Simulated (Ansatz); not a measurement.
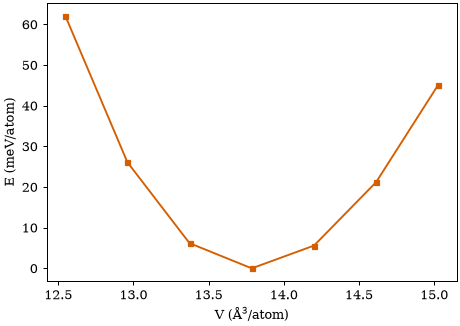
*TiSi2 in space group Fddd (No. 70; Si on 16f, Ti on 8a) under volume change, DFT-PBEsol in the program Ansatz with PAW potentials, shape and atoms relaxed at each volume.*

### Question
What does a third-order Birch–Murnaghan fit give for V₀, B₀ and B′?

### Answer
V₀ = 13.79 Å³/atom, B₀ = 151 GPa, B′ = 4.3.

Symmetry was held in the PBEsol relaxation. The run is not spin-polarised.

Potentials: the later of the program's two PAW sets.
